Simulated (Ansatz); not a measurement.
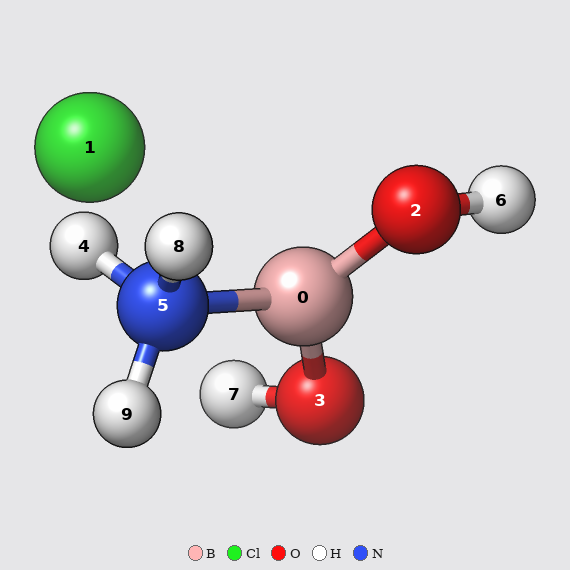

The picture shows the input geometry. Atoms are numbered from 0, in the order of the input.

Ansatz 0.2.0 input:

```yaml
crystal:
  periodic: [false, false, false]
  atoms:
    - {symbol: B, position_ang: [0.000323, 0.289835, -0.465313]}
    - {symbol: Cl, position_ang: [1.469346, -1.703368, 0.501265]}
    - {symbol: O, position_ang: [-0.732480, 0.001487, -1.559290]}
    - {symbol: O, position_ang: [1.062271, 1.130106, -0.434156]}
    - {symbol: H, position_ang: [-0.078253, -0.844987, 1.165149]}
    - {symbol: N, position_ang: [-0.753772, -0.064391, 0.846365]}
    - {symbol: H, position_ang: [-0.255029, 0.178932, -2.374489]}
    - {symbol: H, position_ang: [1.759535, 0.756447, 0.122744]}
    - {symbol: H, position_ang: [-1.682544, -0.438946, 0.678682]}
    - {symbol: H, position_ang: [-0.789396, 0.694986, 1.518943]}
basis:
  gaussian: {orbitals: def2-TZVPP}
hamiltonian: {xc: {name: B3LYP}, dispersion: d4}
```

Command:

```sh
ansatz run in.yaml --threads 4 --pin off --events-out ev --progress --plain --max-ram 9574MiB
```

Output:

```
Functional definition: B3LYP
  name "B3LYP"
  cite "Stephens, Devlin, Chabalowski & Frisch, J. Phys. Chem. 98, 11623 (1994) doi:10.1021/j100096a001"
  cite "Becke, Phys. Rev. A 38, 3098 (1988) doi:10.1103/PhysRevA.38.3098"
  cite "Lee, Yang & Parr, Phys. Rev. B 37, 785 (1988) doi:10.1103/PhysRevB.37.785"
  cite "Vosko, Wilk & Nusair, Can. J. Phys. 58, 1200 (1980) doi:10.1139/p80-159"
  parameter a0 = 0.2
  parameter ax = 0.72
  parameter ac = 0.81
  exchange = (1 - a0 - ax)*slater_x + ax*b88_x + a0*exact_x
  correlation = (1 - ac)*vwn_rpa_c + ac*lyp_c
1234 factors; their error is unknown
mean field evaluation 1: about -18860.9000 eV, gradient 8.5e1 eV
mean field evaluation 2: about -18847.7271 eV, gradient 1.2e2 eV
mean field evaluation 4: about -18872.3739 eV, gradient 4.7e0 eV
mean field evaluation 8: about -18872.4142 eV, gradient 4.0e-2 eV
mean field evaluation 16: about -18872.4456 eV, gradient 6.5e-5 eV
mean field -18872.44559206 eV, -693.5495833052 hartree, gradient 6.5e-5 eV, S^2 0.000000; 0 other end points of the search recorded, 0 dependent functions left out
reference -18872.44583840 eV, -693.5495923580 hartree; 25, 25 occupied and 211, 211 virtual orbitals, 1234 factors
Total energy: -18872.74885527 eV, -693.5607280224 hartree
```
